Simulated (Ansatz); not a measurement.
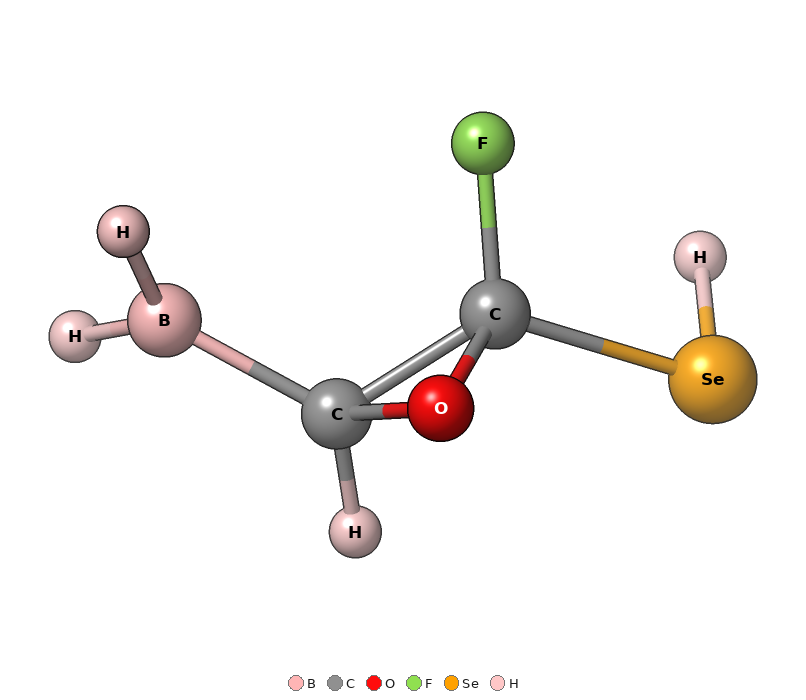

Atoms fade into the background with distance from the viewer. Computed geometry: PBE0-D4/def2-TZVP optimisation. No frequency run is at hand to confirm it as a minimum.

> Which symmetry elements does this geometry have?

It has no symmetry element but the identity, so the point group is C1. The group has 1 operation. The geometry is chiral, and symmetry allows a dipole moment.
